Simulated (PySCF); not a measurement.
## Electronic structure of C3H9FGe (SMILES C[C](C)(F)[GeH3]) in real space

```csv
atom,x (Å),y (Å),z (Å)
C,0.9277,-0.8935,-0.8445
C,0.2541,-0.1575,0.2946
C,0.7460,1.2678,0.4376
F,0.5714,-0.8338,1.4785
Ge,-1.7303,-0.2453,0.1700
H,0.6941,-0.4223,-1.8111
H,0.6038,-1.9439,-0.8830
H,2.0216,-0.8775,-0.7073
H,0.2821,1.7627,1.3035
H,0.5148,1.8559,-0.4633
H,1.8387,1.2742,0.5846
H,-2.1670,-1.7197,0.1192
H,-2.3371,0.4347,1.4096
H,-2.2226,0.4778,-1.1007
```

Geometry: PBE0-D3(BJ)/def2-SVP.

Computed with B3LYP/def2-SVPD, SCF density, gas phase in PySCF.

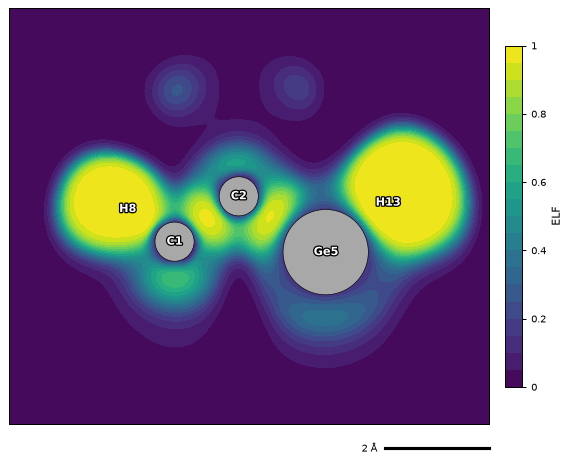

Figure 1. ELF on the plane of atoms C1, C2 and Ge5. Grey discs cover the atomic cores.

**What do the fields say about this system?**

- Atoms in the plane: C, Ge and H.
- C–C (1.51 Å): the ELF peaks at about 0.95 between the atoms, as expected for a covalent bond.
- C–Ge (1.99 Å): the ELF peaks at about 0.95 in the valence shell of C, 0.7 Å from its nucleus, and is about 0.75 at the midpoint.
- C–H (1.10 Å): the ELF climbs to about 1 towards the hydrogen, as it does in any bond to H (a covalent bond by its length).
- Ge–H (1.54 Å): the ELF climbs to about 1 towards the hydrogen.

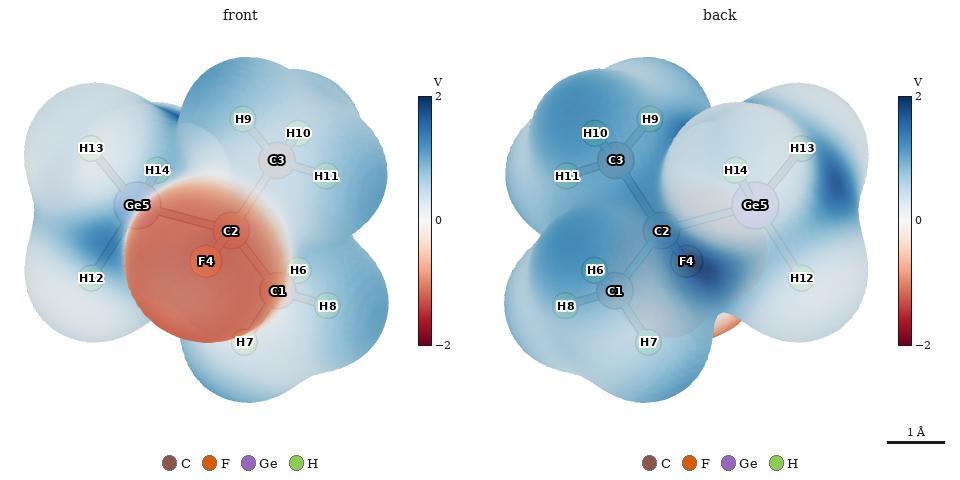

Figure 2. The molecular electrostatic potential painted on the density surface at 0.004 e/bohr³, seen from the front and from behind; red is negative and blue positive.

**Where is the surface potential most negative and most positive?**

The most negative region (about −1.2 V, or −28 kcal/mol for a unit charge) lies over F4, the most positive (about +1.7 V, or +39 kcal/mol for a unit charge) over Ge5.

**What dipole moment does the calculation give?**

Its dipole moment is 1.81 D.
